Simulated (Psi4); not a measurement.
# BH3O (BH2(OH)): levels of theory compared

Aim: a comparison of 6 runs (HF/STO-3G, mPW1B95-D4/2ZaPa-NR, mPW1B95/2ZaPa-NR, MP2/STO-3G, LCCSD/cc-pVDZ, REMP2/heavy-aug-cc-pVDZ) of BH3O (BH2(OH)). 

The results are computed with Psi4 1.11.

9 further runs of the same task are left out: 1 that didn't finish, 8 set aside as unsound or not needed.

**1. The system as given**

BH3O: 5 atoms, total charge 0, spin state singlet. As SMILES, `[H]B([H])O`. The shape is that of a GFN2-xTB optimisation.

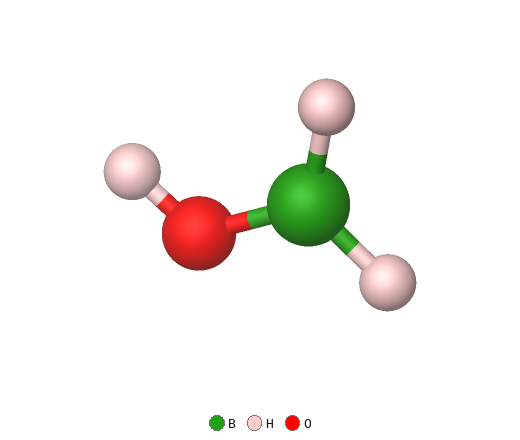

The structure, seen from a chosen angle (boron green, hydrogen pink, oxygen red).

**2. Energy and gradient at HF/STO-3G (run 1)**

The input, bh3o.xyz:

```xyz
5
BH3O
B      0.270970     0.302480    -0.108500
H      1.403550     0.390040    -0.395610
H     -0.432910     1.251360    -0.080700
O     -0.159420    -0.918700     0.174490
H     -1.082200    -1.025180     0.410320
```

The input, calc.py:

```python
import psi4

psi4.set_memory('1600 MB')
psi4.set_num_threads(1)
psi4.set_output_file('run.log', False)

with open('bh3o.xyz') as f:
    atoms = ''.join(f.readlines()[2:])
geom = psi4.geometry('0 1\n' + atoms + 'symmetry c1')

psi4.set_options({
    'basis': 'STO-3G',
    'reference': 'rhf',
    'puream': True,
    'e_convergence': 1e-09,
    'd_convergence': 1e-08,
    'scf_type': 'pk',
})

e_tot = psi4.gradient("scf")
print('gradient / Eh bohr^-1')
print(e_tot.np.round(6))
```

Launch:

```sh
$ python calc.py
```

run.log:

```text
[...]
  Running in c1 symmetry.
[...]
  Nuclear repulsion =   30.808510932835333
[...]
  Multiplicity = 1
[...]
  Nalpha       = 8
  Nbeta        = 8
[...]
    Number of basis functions: 13
[...]
   @RHF iter   1:   -99.94938709894922   -1.56838e+00   1.68551e-02 ADIIS/DIIS
[...]
   @RHF iter  10:   -99.98438069698989   -1.42109e-13   2.36320e-09 DIIS
[...]
  @RHF Final Energy:   -99.98438069698989
   => Energetics <=
    Nuclear Repulsion Energy =             30.8085109328353326
    One-Electron Energy =                -198.2476918768689984
    Two-Electron Energy =                  67.4548002470437780
    Total Energy =                        -99.9843806969898878
[...]
 Multipole Moments:
 ------------------------------------------------------------------------------------
     Multipole            Electronic (a.u.)      Nuclear  (a.u.)        Total (a.u.)
 ------------------------------------------------------------------------------------
 L = 1.  Multiply by 2.5417464519 to convert [e a0] to [Debye]
 Dipole X            :         -0.2399506           -0.3836744           -0.6236250
 Dipole Y            :         -1.0108516            0.9515604           -0.0592912
 Dipole Z            :          0.2117020           -0.0525035            0.1591985
 Magnitude           :                                                    0.6463496
[...]
  -Total Gradient:
     Atom            X                  Y                   Z
    ------   -----------------  -----------------  -----------------
       1        0.003622579071    -0.009901182292     0.001037047506
       2        0.006075437759    -0.001921688218    -0.001378146865
       3       -0.006439703685     0.009328137040     0.000038922192
       4       -0.033545776122     0.007903931859     0.006821165372
       5        0.030287462978    -0.005409198390    -0.006518988204
[...]
```

On the terminal:

```text
gradient / Eh bohr^-1
[[ 3.6230e-03 -9.9010e-03  1.0370e-03]
 [ 6.0750e-03 -1.9220e-03 -1.3780e-03]
 [-6.4400e-03  9.3280e-03  3.9000e-05]
 [-3.3546e-02  7.9040e-03  6.8210e-03]
 [ 3.0287e-02 -5.4090e-03 -6.5190e-03]]
```

Wall time 1.2 s (1 thread of INTEL XEON PLATINUM 8581C at 2.30GHz (Emerald Rapids), shared host); peak memory 0.18 GiB.

**3. The charge distribution at mPW1B95-D4/2ZaPa-NR (run 2)**

The input, job.dat:

```
memory 1.6 GB

molecule molecule1 {
  B
  H 1 1.171681
  H 1 1.181775 2 121.43273
  O 1 1.325368 2 115.78988 3 179.79379
  H 4 0.958372 1 117.87764 2 -179.78919
}

set globals {
  scf_type pk
}

E, wfn = energy("mpw1b95-d4/2ZaPa-NR", return_wfn=True)
oeprop(wfn, "ESP_AT_NUCLEI", "MAYER_INDICES", "DIPOLE", title="MPW1B95-D4")
```

Launch:

```sh
$ psi4 -n 1 job.dat job.out
```

job.out:

```text
[...]
  Running in c1 symmetry.
[...]
  Nuclear repulsion =   30.808507027558846
[...]
  Multiplicity = 1
[...]
  Nalpha       = 8
  Nbeta        = 8
[...]
    Number of basis functions: 54
[...]
   @RKS iter   1:  -101.71440252648108   -4.76953e-01   1.14021e-02 ADIIS/DIIS
[...]
   @RKS iter   7:  -101.87413436715282   -1.77464e-08   2.96052e-07 DIIS
[...]
    Orbital Energies [Eh]
    ---------------------
    Doubly Occupied:
       1A    -19.360904     2A     -6.881098     3A     -1.091848
       4A     -0.617796     5A     -0.485452     6A     -0.431633
       7A     -0.407579     8A     -0.328192
[...]
  @RKS Final Energy:  -101.87413436715282
   => Energetics <=
    Nuclear Repulsion Energy =             30.8085070275588464
    One-Electron Energy =                -199.1593543180123618
    Two-Electron Energy =                  76.1373822346290154
    DFT Exchange-Correlation Energy =      -9.6599207516357897
    Empirical Dispersion Energy =          -0.0007485596925267
    VV10 Nonlocal Energy =                  0.0000000000000000
    Total Energy =                       -101.8741343671528199
[...]
 Multipole Moments:
 ------------------------------------------------------------------------------------
     Multipole            Electronic (a.u.)      Nuclear  (a.u.)        Total (a.u.)
 ------------------------------------------------------------------------------------
 L = 1.  Multiply by 2.5417464519 to convert [e a0] to [Debye]
 Dipole X            :         -0.0012430            0.0023520            0.0011089
 Dipole Y            :         -0.9349820            0.9864660            0.0514840
 Dipole Z            :         -0.3881825           -0.2868946           -0.6750771
 Magnitude           :                                                    0.6770384
[...]
```

Run time: 5.1 s. Hardware: 1 thread of INTEL XEON PLATINUM 8581C at 2.30GHz (Emerald Rapids), shared host; peak memory 0.67 GiB.

Run 3 isn't shown in full; the table further down has it.

**4. The energy at MP2/STO-3G (run 4)**

bh3o.xyz is that of step 2.

The input, run_ase.py:

```python
import numpy as np
from ase.calculators.psi4 import Psi4
from ase.io import read

atoms = read('bh3o.xyz')
calc = Psi4(atoms=atoms, method='mp2', basis='STO-3G', memory='1600MB', num_threads=1, charge=0, multiplicity=1, label='psi4-calc', reference='rhf')
calc.psi4.set_options({'puream': True, 'e_convergence': 1e-09, 'd_convergence': 1e-08, 'scf_type': 'pk', 'num_frozen_docc': 2, 'mp2_type': 'conv'})
atoms.calc = calc

print(f'energy: {atoms.get_potential_energy():.6f} eV')
```

Launch:

```sh
$ python run_ase.py
```

psi4-calc.dat:

```text
[...]
  Running in c1 symmetry.
[...]
  Nuclear repulsion =   30.808510932835333
[...]
  Multiplicity = 1
[...]
  Nalpha       = 8
  Nbeta        = 8
[...]
    Number of basis functions: 13
[...]
   @RHF iter   1:   -99.94938709894922   -1.56838e+00   1.68551e-02 ADIIS/DIIS
[...]
   @RHF iter  10:   -99.98438069698989   -9.94760e-14   2.36320e-09 DIIS
[...]
  @RHF Final Energy:   -99.98438069698989
   => Energetics <=
    Nuclear Repulsion Energy =             30.8085109328353326
    One-Electron Energy =                -198.2476918768689984
    Two-Electron Energy =                  67.4548002470437780
    Total Energy =                        -99.9843806969898878
[...]
 Multipole Moments:
 ------------------------------------------------------------------------------------
     Multipole            Electronic (a.u.)      Nuclear  (a.u.)        Total (a.u.)
 ------------------------------------------------------------------------------------
 L = 1.  Multiply by 2.5417464519 to convert [e a0] to [Debye]
 Dipole X            :         -0.2399506           -0.3836744           -0.6236250
 Dipole Y            :         -1.0108516            0.9515604           -0.0592912
 Dipole Z            :          0.2117020           -0.0525035            0.1591985
 Magnitude           :                                                    0.6463496
[...]
	SCS-MP2 Total Energy (a.u.)        :  -100.07244927252080
	SOS-MP2 Total Energy (a.u.)        :  -100.07547732455187
	SCSN-MP2 Total Energy (a.u.)       :  -100.00539182792178
[...]
	SOS-PI-MP2 Total Energy (a.u.)     :  -100.08248475744125
[...]
	MP2 Total Energy (a.u.)            :  -100.06639316845866
[...]
```

Standard output:

```text
energy: -2722.945253 eV
```

It took 1.3 s on 1 thread of INTEL XEON PLATINUM 8581C at 2.30GHz (Emerald Rapids), shared host; peak memory 0.19 GiB.

Run 5 isn't shown in full; the table further down has it.

**5. A single-point energy at REMP2/heavy-aug-cc-pVDZ (density fitting, density fitting for correlation) (run 6)**

The input, bh3o.inp:

```
memory 1600 mb

molecule m {
  0 1
  B
  H 1 R2
  H 1 R3 2 A3
  O 1 R4 2 A4 3 D4
  H 4 R5 1 A5 2 D5

  R2 = 1.171681
  R3 = 1.181775
  A3 = 121.43273
  R4 = 1.325368
  A4 = 115.78988
  D4 = 179.79379
  R5 = 0.958372
  A5 = 117.87764
  D5 = -179.78919
  no_reorient
  no_com
}

set basis heavy-aug-cc-pVDZ
set scf_type df
set cc_type df

e, wfn = energy('remp2', return_wfn=True)
```

Launch:

```sh
$ psi4 bh3o.inp bh3o.out -n 1
```

bh3o.out:

```text
[...]
  Running in c1 symmetry.
[...]
  Nuclear repulsion =   30.808507027558850
[...]
  Multiplicity = 1
[...]
  Nalpha       = 8
  Nbeta        = 8
[...]
    Number of basis functions: 61
[...]
   @DF-RHF iter   1:  -101.27116943916749   -7.74348e-01   6.60161e-03 DIIS/ADIIS
[...]
   @DF-RHF iter  11:  -101.33806424648635   -6.67910e-13   1.89922e-09 DIIS
[...]
    Orbital Energies [Eh]
    ---------------------
    Doubly Occupied:
       1A    -20.590609     2A     -7.623909     3A     -1.386895
       4A     -0.787710     5A     -0.649862     6A     -0.583643
       7A     -0.549067     8A     -0.459580
[...]
  @DF-RHF Final Energy:  -101.33806424648635
   => Energetics <=
    Nuclear Repulsion Energy =             30.8085070275588500
    One-Electron Energy =                -199.0305931512322957
    Two-Electron Energy =                  66.8840218771870951
    Total Energy =                       -101.3380642464863541
[...]
 Multipole Moments:
 ------------------------------------------------------------------------------------
     Multipole            Electronic (a.u.)      Nuclear  (a.u.)        Total (a.u.)
 ------------------------------------------------------------------------------------
 L = 1.  Multiply by 2.5417464519 to convert [e a0] to [Debye]
 Dipole X            :         -0.0017053            0.0023520            0.0006467
 Dipole Y            :         -0.8672969            0.9864660            0.1191691
 Dipole Z            :         -0.3385390           -0.2868946           -0.6254337
 Magnitude           :                                                    0.6366859
[...]
	DF-MP2 Total Energy (a.u.)         :  -101.63327770985346
[...]
```

It took 2 s on 1 thread of INTEL XEON PLATINUM 8581C at 2.30GHz (Emerald Rapids), shared host; peak memory 0.22 GiB.

**6. All runs side by side**

```
run                                                                       level        task  symmetry  energy (Eh)  HOMO energy (eV)  LUMO energy (eV)  HOMO–LUMO gap (eV)  wall time
  1                                                                   HF/STO-3G    gradient        c1   -99.984381            -10.63              8.52               19.15      1.2 s
  2                                                         mPW1B95-D4/2ZaPa-NR  properties      auto  -101.874134             -8.93             -0.24                8.69      5.1 s
  3                                                            mPW1B95/2ZaPa-NR  properties      auto  -101.873388             -8.93             -0.24                8.69      3.9 s
  4                                                                  MP2/STO-3G      energy        c1  -100.066393            -10.63              8.52               19.15      1.3 s
  5                                             LCCSD/cc-pVDZ (density fitting)      energy        c1  -101.638746            -12.40              3.65               16.05      1.9 s
  6  REMP2/heavy-aug-cc-pVDZ (density fitting, density fitting for correlation)      energy      auto  -101.652452            -12.51              1.27               13.78        2 s
```

**7. Summary of results**

| quantity | value |
| --- | --- |
| run 6: total energy | -101.65245 Eh |
| run 6: HOMO energy (Hartree–Fock orbitals) | -12.51 eV |
| run 6: LUMO energy (Hartree–Fock orbitals) | 1.27 eV |
| run 6: HOMO–LUMO gap (Hartree–Fock orbitals) | 13.78 eV |
| run 6: correlation energy | -314.4 mEh |

**Reading.** Over runs 1, 2, 3 the dipole moment (its size) runs from 1.64 D (HF/STO-3G) to 1.72 D (mPW1B95-D4/2ZaPa-NR). The two ends differ in method and basis. Over runs 1, 2, 3 the HOMO–LUMO gap runs from 8.69 eV (mPW1B95/2ZaPa-NR) to 19.15 eV (HF/STO-3G). In runs 1, 4 the basis is minimal, so the values are rough. All runs together took 15 s, the longest 5.1 s.
